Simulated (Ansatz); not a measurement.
Geometry optimisation.

```
crystal:
  lattice:
    - [5.2668370842, 0.0, 0.0]
    - [0.0, 5.2668370842, 0.0]
    - [0.0, 0.0, 5.2668370842]
  atoms:
    - { symbol: Sc, position: [0.5, 0.5, 0.5] }
    - { symbol: Al, position: [0.0, 0.0, 0.0] }
    - { symbol: Al, position: [0.0, 0.5, 0.5] }
    - { symbol: Al, position: [0.5, 0.0, 0.5] }
    - { symbol: Al, position: [0.5, 0.5, 0.0] }
basis:
  ecutwfc: 420
kpoints:
  mp_grid: { grid: [8, 8, 8] }
hamiltonian:
  xc: pbe
  hubbard: { sites: [{ species: Sc, l: d, u_eff: 8.0 }], double_counting: fll }
scf:
  occupations: { method: gaussian, width: 0.1 }
output:
  forces: true
  eigenvalues: true
  stress: true
relax:
  adjacent_minimum: "off"
  f_tol: 0.01
  max_steps: 80
  cell: { stress_tol: 0.05 }
```

Command:
```bash
ansatz run input.yaml --threads 1 --pin off --max-ram 2048MiB --backend cpu --events-out ev --progress --plain --runs-dir out
```

### How does the optimisation go?

The optimisation met its thresholds at geometry 4, counting the start as the first. The energy fell by about 48 meV/atom from the first step to the last. All forces vanish by symmetry, so only the cell moves. The volume grows from 29.2 to 33.9 Å³ per atom (+16 %), as the pressure goes from 3.7 GPa to about 0 GPa.

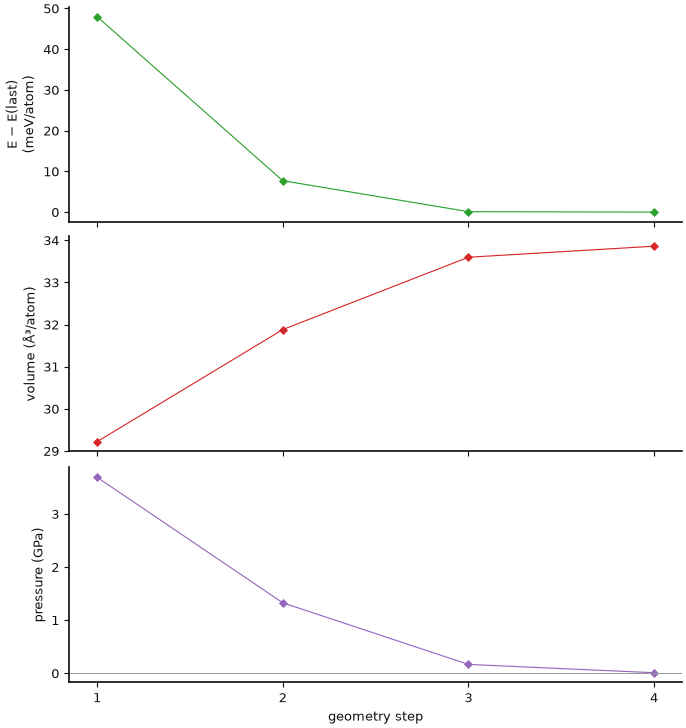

History of the run, step by step. Atoms and cell relax. A closing SCF on a freshly chosen basis isn't drawn.
